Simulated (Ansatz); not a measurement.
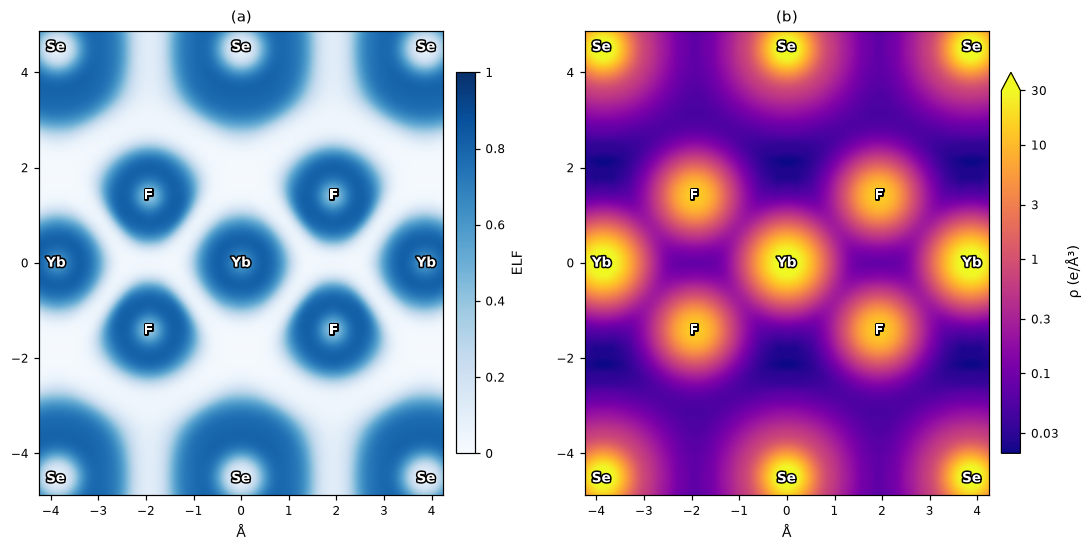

Yb3SeF4. (a) electron localisation function; (b) valence electron density on the (100) plane of the conventional cell.

Space group P4/mmm; a generated structure, not necessarily the stable one; no Hubbard U on the f states and no spin–orbit coupling; spin-polarised.

The calculation used DFT PBE, scalar-relativistic, plane waves, PAW in Ansatz 0.2.0.

```cif
data_structure
_symmetry_space_group_name_H-M 'P 1'
_symmetry_Int_Tables_number 1
_cell_length_a 3.8889
_cell_length_b 3.8889
_cell_length_c 9.0588
_cell_angle_alpha 90.000
_cell_angle_beta 90.000
_cell_angle_gamma 90.000
_cell_volume 137.00
loop_
_atom_site_label
_atom_site_type_symbol
_atom_site_fract_x
_atom_site_fract_y
_atom_site_fract_z
_atom_site_occupancy
Yb1 Yb 0.50000 0.50000 0.68543 1
Yb2 Yb 0.50000 0.50000 0.31457 1
Yb3 Yb 0.00000 0.00000 0.00000 1
Se1 Se 0.00000 0.00000 0.50000 1
F1 F 0.50000 0.00000 0.84328 1
F2 F 0.00000 0.50000 0.84328 1
F3 F 0.50000 0.00000 0.15672 1
F4 F 0.00000 0.50000 0.15672 1
```

Question: Interpret the plot.

Answer:
- Atoms in the plane: Yb, Se and F.
- Yb–F (2.41 Å): ρ at the midpoint is about 0.28 e/Å³; the ELF is about 0.05 at the midpoint: no shared electron pair shows on this line.
- Between the atoms the lowest density in this plane is 0.02 e/Å³.
- The features right at Yb lie inside the PAW spheres, where the map follows smoothed inner orbitals and isn't to be read closely.
